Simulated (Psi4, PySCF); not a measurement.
Intermolecular potential of HBr ··· H4O4Si (SMILES Br and O[Si](O)(O)O). Monomers: optimised at B3LYP-D3(BJ) (def2-TZVP), held rigid. Orientation: lowest of the rigid-body minima from ten starts at GFN2-xTB. The monomers approach along the line of their centres of mass (distance R); nothing else relaxes.

Geometry at R = 4.08 Å (first 2 atoms: monomer A):
```
11

Br     0.7124     0.0000     0.0000
H     -0.7124     0.0000     0.0000
O     -3.5981     0.6802     2.5329
Si    -2.9618    -0.5811     1.7089
O     -2.4259     0.0199     0.2855
O     -4.1420    -1.7083     1.6045
O     -1.6815    -1.3160     2.4127
H     -4.2044     0.4761     3.2492
H     -2.9512     0.7114    -0.1248
H     -3.8729    -2.6104     1.4145
H     -0.8217    -0.9029     2.3013
```

Levels of theory: RKS-BP86/6-31G* = restricted BP86/6-31G*, spherical d, no counterpoise correction (PySCF); RKS-B3LYP/6-31G* = restricted B3LYP/6-31G*, spherical d, no counterpoise correction in PySCF; PBE/def2-TZVP, counterpoise-corrected (Psi4); SCS-MP2/aug-cc-pVDZ = DF-SCS-MP2/aug-cc-pVDZ, frozen core, counterpoise-corrected run with Psi4 1.11; HF/aug-cc-pVDZ, counterpoise-corrected (Psi4).

Interaction energies in kJ/mol (negative: bound); R is the distance of the centres of mass, d the H2···O5 distance.

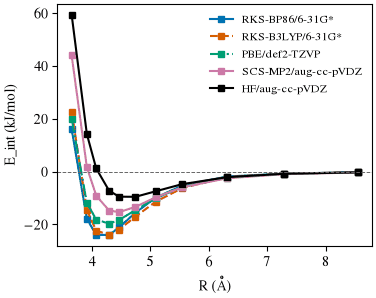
Figure. Interaction energy against separation.

```tsv
R / Å	d / Å	RKS-BP86/6-31G*	RKS-B3LYP/6-31G*	PBE/def2-TZVP	SCS-MP2/aug-cc-pVDZ	HF/aug-cc-pVDZ
3.66	1.34	16.08	22.70	19.96	43.95	59.32
3.92	1.59	-17.89	-14.58	-11.88	1.65	14.16
4.08	1.74	-24.00	-22.35	-18.17	-9.12	1.15
4.30	1.95	-24.00	-24.00	-19.72	-14.75	-7.23
4.47	2.11	-21.17	-22.00	-18.36	-15.35	-9.51
4.75	2.38	-15.57	-17.06	-14.60	-13.39	-9.57
5.10	2.73	-9.89	-11.40	-10.04	-9.72	-7.46
5.55	3.17	-5.25	-6.25	-5.90	-5.94	-4.77
6.32	3.93	-1.88	-2.12	-2.33	-2.54	-2.13
7.29	4.89	-0.78	-0.80	-0.81	-0.99	-0.86
8.56	6.16	-0.30	-0.30	-0.28	-0.35	-0.31
```

Lowest grid point: RKS-BP86/6-31G* -24.00 kJ/mol at R = 4.08 Å; RKS-B3LYP/6-31G* -24.00 kJ/mol at R = 4.30 Å; PBE/def2-TZVP -19.72 kJ/mol at R = 4.30 Å; SCS-MP2/aug-cc-pVDZ -15.35 kJ/mol at R = 4.47 Å; HF/aug-cc-pVDZ -9.57 kJ/mol at R = 4.75 Å.
